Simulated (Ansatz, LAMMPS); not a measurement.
# Elastic response of glassy 68GeO2-29SrO-3Gd2O3 (mol %) (105 atoms): runs compared

Aim: relax glassy 68GeO2-29SrO-3Gd2O3 (mol %) (105 atoms), then change its volume and shape to read moduli from the stress.

Computed with Ansatz 0.2.0: Kohn-Sham DFT, revPBE, PAW (set soft_2), plane waves.

### 1. The cell as built

The cell holds 105 atoms: 26 Ge, 11 Sr, 2 Gd and 66 O. Its edges and angles: a = 11.136 Å, b = 11.136 Å, c = 11.136 Å, α = 90.0°, β = 90.0°, γ = 90.0°. 105 atoms (26 Ge, 11 Sr, 2 Gd, 66 O) placed at random at 5.08 g/cm³, melted at 4000 K for 10 ps at fixed volume with the Morse and Coulomb pair potential with partial charges (Pedone, Malavasi, Menziani, Cormack and Segre, J. Phys. Chem. B 110, 11780 (2006)). Quenched from 4000 K to 300 K at 20 K/ps and fixed volume, held 5 ps, then minimised at fixed cell.

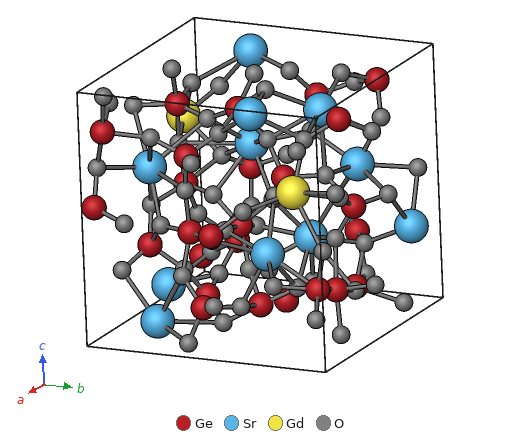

The cell as built. Bonds to atoms that aren't drawn are left out. Some periodic images of atoms are drawn too.

What the set-up can't give: The quench rate of 20 K/ps is many orders above laboratory rates, so the cell is likely richer in defects and strain than a real sample. The starting topology of bonds comes from the classical model, and needn't be the one that DFT or experiment would give. Without a Hubbard term or exact exchange, open shells on Gd are likely too delocalised. The Brillouin zone is sampled at Γ only. No spin–orbit coupling is included, so levels derived from the heavy atoms are approximate.

### 2. The reference run

The reference is a single point at the end of the relaxation.

Every strained cell starts from the geometry of this run, and its atoms are relaxed with the cell held.

Its input, with most atom lines left out:

```yaml
crystal:
  lattice:
    - [11.31986, 0.05081, -0.15392]
    - [0.05081, 11.43121, -0.04129]
    - [-0.15392, -0.04129, 11.672]
  atoms:
    - { symbol: Ge, position: [0.77144, 0.35157, 0.4413] }
    - { symbol: Ge, position: [0.59131, 0.44048, 0.85267] }
    - { symbol: Ge, position: [0.09621, 0.55958, 0.79953] }
    - { symbol: Ge, position: [0.52789, 0.60516, 0.60867] }
    - { symbol: Ge, position: [0.94423, 0.0536, 0.51142] }
    - { symbol: Ge, position: [0.84586, 0.36179, 0.73484] }
    - { symbol: Ge, position: [0.63803, 0.94054, 0.86644] }
    [... atom lines 8 to 105 left out ...]
magnetization:
  spin_polarized: true
kpoints:
  mp_grid: { grid: [1, 1, 1] }
hamiltonian:
  xc: revpbe
scf:
  occupations: { method: fermi_dirac, width: 0.05 }
  lower_state_search: "off"
output:
  forces: true
  stress: true
  populations: true
  dos:
    method: { smearing: { sigma: 0.1 } }
    de: 0.1
    projected: { site_lists: { Gd: [Gd], Ge: [Ge], O: [O], Sr: [Sr] } }
  eigenvalues: true
  write_density: true
  write_potential: true
  volumetric_format: npy
```

| Item | Value |
| --- | --- |
| free energy per atom | -1972.1192 eV/atom |
| r.m.s. force component | 0.01049 eV/Å |
| pressure | -0.002796 GPa |
| total moment | -2.00e-10 μB |

Filled and empty levels are parted by 1.95 eV (at Γ alone); a semilocal functional tends to put such gaps too low. In a disordered cell it changes from sample to sample, and tail or defect levels can set it.

### 3. The runs

Each row is one run, on 4 threads of Intel Xeon 6975P-C (Granite Rapids), shared host. The free energy is the program's total, comparable only between runs with the same functional, potentials and atoms.

```tsv
run	atoms	outcome	ionic steps, all passes	free energy (eV)	time	host memory (GiB)
Single point at the start	105	converged	-	-207059.922	50 s	3.9
Cell and atoms relaxed	105	converged	49	-207072.512	19 min	4.3
Single point at the relaxed geometry	105	converged	-	-207072.512	69 s	4.3
Volume -3 %	105	converged	5	-207072.213	3.5 min	4.2
Volume +3 %	105	converged	9	-207072.294	4.8 min	4.4
Volume -6 %	105	converged	11	-207071.310	5.2 min	4.1
Volume +6 %	105	converged	24	-207071.866	11 min	4.5
Volume -10 %	105	converged	18	-207069.198	8 min	3.9
Stretched by 1 % along x	105	converged	4	-207072.471	2.2 min	4.4
```

In some runs the program notes that the SCF threshold is loose for the stress.

### 4. Pressure against volume

Atoms are relaxed at each volume, in the scaled cell.

```tsv
volume change (%)	volume (Å³/atom)	energy change (meV/atom)	pressure (GPa)	largest move on relaxing (Å)	bonds	gap (eV)
-10	12.943	31.56	6.90	1.01	227	2.29
-6	13.518	11.44	4.42	0.22	217	2.13
-3	13.950	2.85	2.17	0.08	214	2.04
+0	14.381	0.00	0.00	-	209	1.95
+3	14.813	2.07	-1.59	0.17	206	1.91
+6	15.244	6.15	-2.11	0.51	198	1.94
```

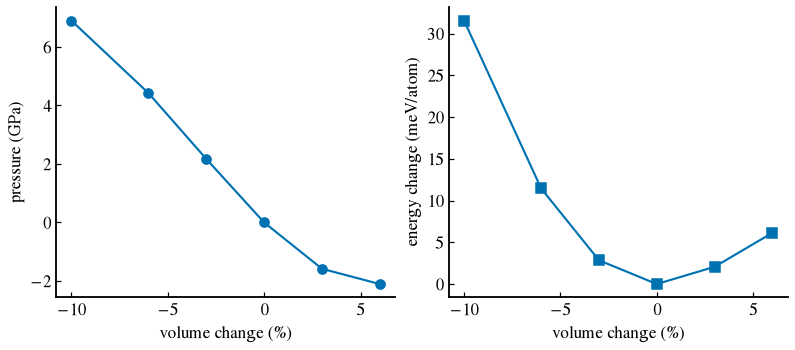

Pressure and energy against volume.

### 5. Uniaxial strain and shear

Stress (GPa, compression positive) less that of the relaxed cell, atoms relaxed:

```tsv
strain	xx	yy	zz	xy	energy change (meV/atom)
stretched by 1 % along x	-0.859	-0.380	-0.372	-0.031	0.39
```

### 6. What came out

The bulk modulus, from the slope of pressure against ln V over the three points nearest the relaxed volume, is 62.6 GPa; between neighbouring points the slope runs 57, 72, 71, 54 and 18 GPa from the smallest volume up, without a steady fall, so no pressure derivative is given. The count of bonds runs from 198 to 227 over the series, so at some points contacts cross the cutoffs. At -10 % and +6 % some atom moved by over 0.5 Å on relaxing, so those points may sit in another local minimum. The gap goes from 2.29 eV at the smallest volume to 1.94 eV at the largest, -2.3 eV per unit of ln V by a straight line, not monotonically (lowest 1.91, highest 2.29 eV), on the run's k-points.

Caveats: Strains are finite and relaxations stop at the force tolerance of the input, which can leave moduli too stiff; they are those of a static cell at zero temperature. Volumes are changed with the cell's shape held, so in an anisotropic solid the modulus lies over the one under free hydrostatic load. The program notes that the SCF threshold of the relaxations is loose for the stress. In the spin-polarised runs the search for a state of lower energy was switched off. The run was spin polarised, started with 1 moments up and 1 down in a pattern of our own, ending at 0.0 μB in the cell; that starting order needn't be the real material's, and it bears on forces, charges and levels.

The DFT runs together took 56 min of wall time.

[Logs are printed without paths, hosts, clocks, repeated set-up lines and the standing remarks that a program may print on its own settings, such as how far it seeks lower states.]

[Hosts, paths, dates, database ids (printed as entryN), source tags and the programs' standing remarks are cut or masked in the printed files.]
